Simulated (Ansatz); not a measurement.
```xyz
4

C     0.0000    0.0000   -0.9747
Cl    0.0000    0.0000    2.9151
Ga    0.0000    0.0000    0.8570
Ge    0.0000    0.0000   -2.7975
```

Geometry: r2SCAN-D4/def2-SVP.

Level of theory: Ansatz, isolated molecule in a Gaussian basis; Kohn-Sham density functional theory, functional PBE0.

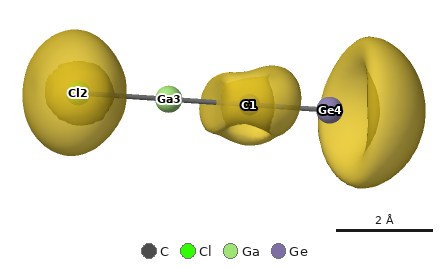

CClGaGe (SMILES [Cl][Ga][C]#[Ge+]) (charge +1, doublet). Isosurface of the electron localisation function at 0.75 (yellow), seen from one side. Core shells and regions of very low density are left out.

Describe the localisation domains.

The ELF exceeds this value in one lobe on Ge, pointing away from the bonds (non-bonding electrons), one region wrapped around C (its valence shell) and one region wrapped around Cl (its valence shell). Along the contacts the grid gives the following. C–Ge (1.82 Å): the ELF peaks at about 0.85 in the valence shell of C, 0.7 Å from its nucleus, and is about 0.50 at the midpoint. C–Ga (1.83 Å): the ELF peaks at about 0.85 in the valence shell of C, 0.6 Å from its nucleus, and is about 0.45 at the midpoint.
